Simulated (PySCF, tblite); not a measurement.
C₄H₁₄N₂OSi₂, SMILES CN[Si@@H]1CC[Si@H](OC)N1, geometry in Å:

```xyz
23

C     -3.7829    -0.1528    -0.3515
N     -2.4796    -0.5841     0.0903
Si    -1.2807     0.5250     0.6286
C     -0.4250     1.4377    -0.8008
C      0.9065     0.7391    -1.0981
Si     1.5673     0.0882     0.5538
O      2.4543    -1.2719     0.5508
C      3.8031    -1.3734     0.2280
N      0.0612    -0.3804     1.2261
H     -3.6721     0.7763    -0.9052
H     -4.2268    -0.9017    -1.0103
H     -4.4724     0.0290     0.4813
H     -2.5182    -1.4808     0.5512
H     -1.7378     1.4799     1.6583
H     -1.0349     1.5047    -1.7026
H     -0.2213     2.4629    -0.4880
H      0.7205    -0.1087    -1.7602
H      1.5790     1.4129    -1.6312
H      2.2585     1.1455     1.3118
H      4.1061    -2.4127     0.3619
H      4.4066    -0.7354     0.8785
H      3.9823    -1.0771    -0.8081
H      0.0013    -0.9549     2.0452
```

GIAO shifts, PBE0/pcSseg-1 in PySCF 2.14.0, at a GFN2-xTB geometry (a minimum by its frequencies), against TMS for ¹³C, NH₃ for ¹⁵N and TMS for ²⁹Si computed at the same level (¹⁵N: a single molecule, while the usual scales start at liquid NH₃ or nitromethane; multiply bonded nitrogen can come out tens of ppm too deshielded). Gas phase, fully decoupled, line heights follow the number of nuclei, widths are arbitrary (no quadrupolar broadening); values of one conformer, averaged over methyl-type rotors and exact or near symmetry; other conformers aren't averaged in.

> How many ¹³C lines appear, and where?

4 signals.


| δ (ppm) | nuclei | atoms |
| --- | --- | --- |
| 51.4 | 1 | C8 |
| 29.5 | 1 | C1 |
| 9.0 | 1 | C5 |
| 7.5 | 1 | C4 |

The order of signals that lie close, as those under 2 ppm apart, is within the error of the method.

> How many ¹⁵N lines appear, and where?

2 signals.


```tsv
δ (ppm)	nuclei	atoms
40.5	1	N9
28.7	1	N2
```

> Predict the ²⁹Si spectrum.

2 signals.


| δ (ppm) | nuclei | atoms |
| --- | --- | --- |
| −8.3 | 1 | Si6 |
| −21.0 | 1 | Si3 |

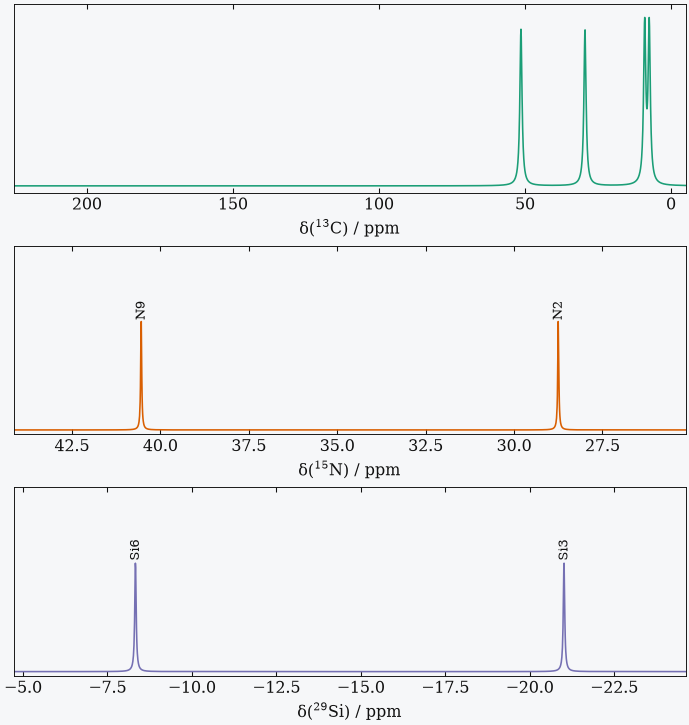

Known limits of this run: the tight-binding geometry is rougher than a DFT one and adds to the error.
